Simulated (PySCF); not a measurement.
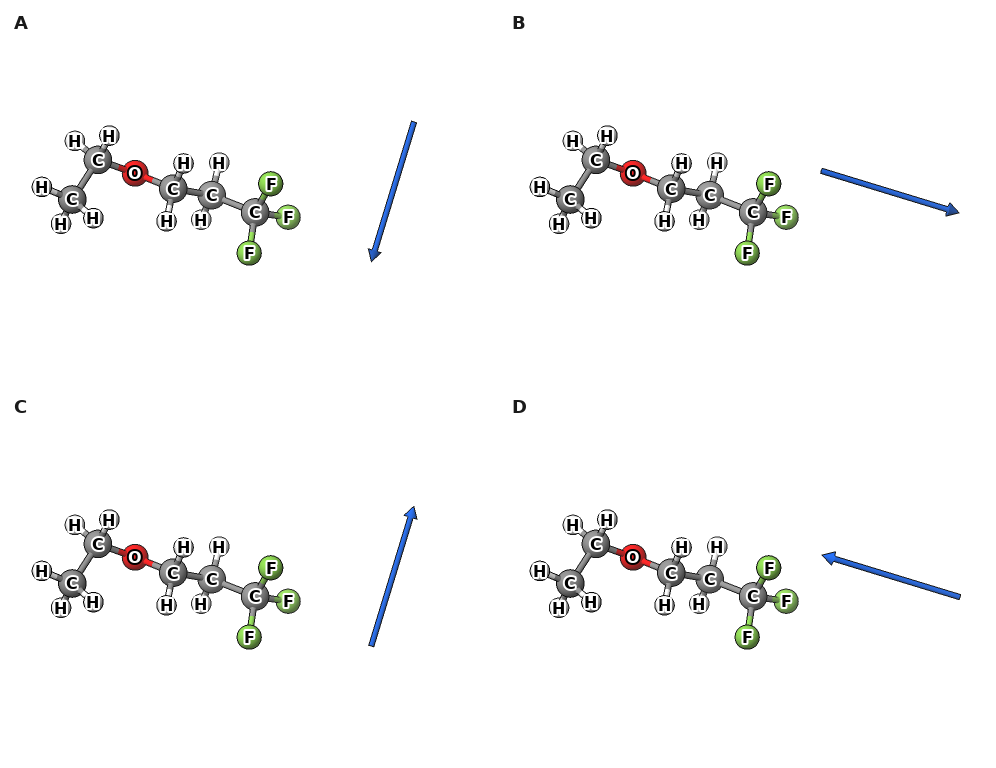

The same molecule four times, each with an arrow. The geometry was computed by an optimisation with PBE0-D3(BJ)/def2-SVP. No frequency run is at hand to confirm it as a minimum. Level of theory: ωB97X-D/def2-SVPD, gas phase (PySCF 2.14.0).

Which arrow points along the dipole moment, from the negative to the positive end?

D. The dipole moment is 2.48 D.
